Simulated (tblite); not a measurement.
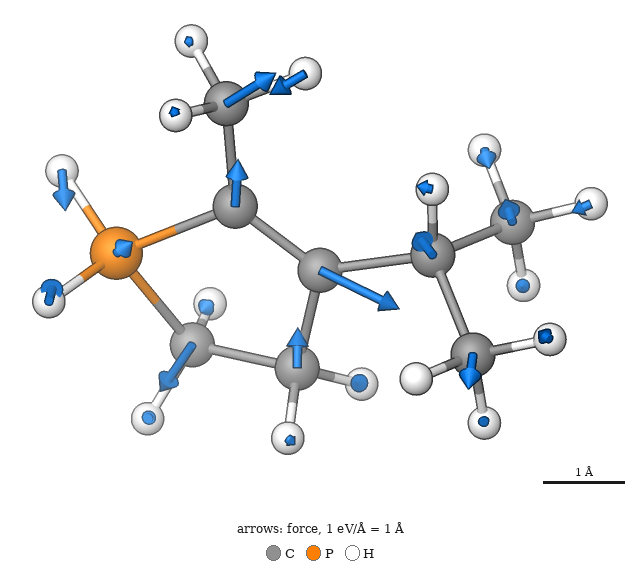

Starting geometry of C8H16P (charge +1) with the computed forces as blue arrows. Style: ball-and-stick. Shown at a tilt.

All numbers below come from GFN2-xTB geometry optimisation, gas phase (tblite). 

> Is this structure relaxed? If not, where do the atoms go?

It isn't relaxed: the largest force vector, on a C atom, is 1.13 eV/Å. The final displacements have little in common with the starting forces (cosine between the two patterns 0.21). The atom that moves furthest after the best rigid fit is an H atom (0.34 Å). By element the largest moves are H 0.34 Å, P 0.12 Å, C 0.12 Å. Among the contacts that change: C–C 1.528 → 1.498 Å, H–P 1.408 → 1.382 Å, C–C 1.519 → 1.531 Å, C–H 1.099 → 1.087 Å. Among the angles between lasting bonds that change: H–P–H 110.7° → 104.0°, C–P–H 109.1° → 114.8°, C–P–C 91.8° → 96.3°. Over 60 geometry steps the energy falls by 3.92 kcal/mol.
